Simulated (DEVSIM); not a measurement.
Structure: abrupt Ge n-p junction, at 300 K.

| layer (left to right) | material | thickness (μm) | Nd (cm⁻³) | Na (cm⁻³) | τn (s) | τp (s) |
|---|---|---|---|---|---|---|
| 1 | Ge | 0.140 | 2e17 | - | 0.00061 | 0.00061 |
| 2 | Ge | 1.20 | - | 1e17 | 0.00061 | 0.00061 |

Left contact: ohmic. Right contact: ohmic. Voltage is applied to the left contact. Recombination: SRH at mid-gap. Mobility is μmin + (μ − μmin)/(1 + (N/Nref)^α).

Constants are typed, rounded textbook-type inputs, not results; the design itself was drawn at random and stands for no fabricated device. Values at 300 K.

```tsv
parameter	Ge
gap (eV)	0.664
affinity (eV)	4
permittivity	16
Nc (cm⁻³)	1.04e19
Nv (cm⁻³)	6e18
μn (cm²/Vs)	3900
μp (cm²/Vs)	1900
μn,min	150
μp,min	100
Nref,n	2.6e17
Nref,p	4e17
αn	0.56
αp	0.6
```

Model (solved in DEVSIM): 1D drift-diffusion, Boltzmann statistics, complete ionisation; no tunnelling, impact ionisation, image-force lowering or self-heating.

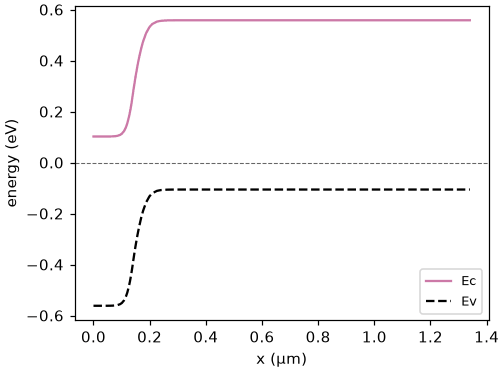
Fig. 1. Band edges at zero bias

Energies count from the Fermi level of the right contact; mesh points crowd at the junctions.

| x (μm) | Ec (eV) | Ev (eV) | n (cm⁻³) | p (cm⁻³) | field (V/cm) |
|---|---|---|---|---|---|
| 0.000 | 0.102 | -0.562 | 2.0e17 | 2.2e9 | ≈ 0 |
| 0.01260 | 0.102 | -0.562 | 2.0e17 | 2.2e9 | ≈ 0 |
| 0.02771 | 0.102 | -0.562 | 2.0e17 | 2.2e9 | 12 |
| 0.04965 | 0.102 | -0.562 | 2.0e17 | 2.2e9 | 92 |
| 0.08574 | 0.105 | -0.559 | 1.8e17 | 2.4e9 | 2600 |
| 0.1089 | 0.124 | -0.540 | 8.8e16 | 5.0e9 | 18000 |
| 0.1261 | 0.178 | -0.486 | 1.1e16 | 4.1e10 | 48000 |
| 0.1420 | 0.282 | -0.382 | 1.9e14 | 2.3e12 | 75000 |
| 0.1566 | 0.380 | -0.284 | 4.3e12 | 1.0e14 | 59000 |
| 0.1766 | 0.475 | -0.189 | 1.1e11 | 4.0e15 | 36000 |
| 0.2098 | 0.544 | -0.120 | 7.6e9 | 5.7e16 | 8800 |
| 0.2790 | 0.558 | -0.106 | 4.4e9 | 9.9e16 | 110 |
| 0.3673 | 0.558 | -0.106 | 4.4e9 | 1.0e17 | ≈ 0 |
| 0.5031 | 0.558 | -0.106 | 4.4e9 | 1.0e17 | ≈ 0 |
| 0.7640 | 0.558 | -0.106 | 4.4e9 | 1.0e17 | ≈ 0 |
| 0.9743 | 0.558 | -0.106 | 4.4e9 | 1.0e17 | ≈ 0 |
| 1.101 | 0.558 | -0.106 | 4.4e9 | 1.0e17 | ≈ 0 |
| 1.193 | 0.558 | -0.106 | 4.4e9 | 1.0e17 | ≈ 0 |
| 1.266 | 0.558 | -0.106 | 4.4e9 | 1.0e17 | ≈ 0 |
| 1.300 | 0.558 | -0.106 | 4.4e9 | 1.0e17 | ≈ 0 |
| 1.323 | 0.558 | -0.106 | 4.4e9 | 1.0e17 | ≈ 0 |
| 1.340 | 0.558 | -0.106 | 4.4e9 | 1.0e17 | ≈ 0 |
